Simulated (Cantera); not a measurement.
Input: 1 mol SiCl4, 0.02 mol HCl, 27 mol H2, at 56.3 Torr.

Cantera equilibrium calculation (NASA polynomials, part measured and part estimated; ideal gas, pure solids and liquids). Candidate condensed phases: Si; 19 gas species. The tables' values for SiCl3 are old estimates; treat these amounts as uncertain. Rates play no part.

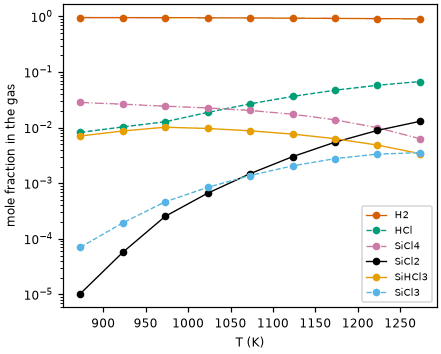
Fig. 1. Equilibrium gas composition (values under 1e-9 drawn at 1e-9)

From 873 K to 973 K nothing is condensed. From 1023 K to 1273 K the condensed part is Si(s). The main Si-bearing gas is SiCl4 at 873 K and SiCl2 at 1273 K.
